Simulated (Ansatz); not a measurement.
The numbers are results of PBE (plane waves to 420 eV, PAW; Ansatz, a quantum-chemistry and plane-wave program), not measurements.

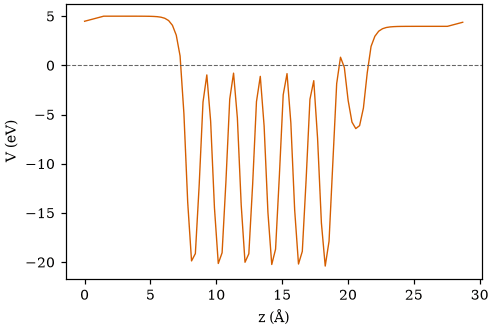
Figure. Plane-averaged electrostatic potential energy along the normal, in eV from the Fermi level, for a constructed model of the (0001) surface of hcp Co, ferromagnetic, (√3x√3)R30° layer of Pb, one a cell, in the other hollow (bottom of the slab: a bare face, its two planes held)

Model: 19-atom slab, 12.5 Å thick at the start, 10x10x1 mesh, Fermi-Dirac 0.1 eV, dipole correction, 6 atoms held, the rest relaxed; held to the start's symmetry, so lower structures may exist; spin-polarised, ending with about 29.1 μB a cell; orders that need a larger cell were not tried, no spin-orbit, no U. In PBE it is, or lies within 0.01 eV a 1x1 cell of, the lowest of the 2 structures of its composition computed so far; larger cells were not tried.

**Question.** The surface cell has an area of 16.15 Å². What dipole along the normal does the step between the two vacuum levels imply?

**Answer.** the top vacuum level lies 1.03 eV below the bottom one; p = −ε₀ A ΔV (ε₀ = 0.005526 e/(V·Å)) gives 0.09 e·Å a cell.
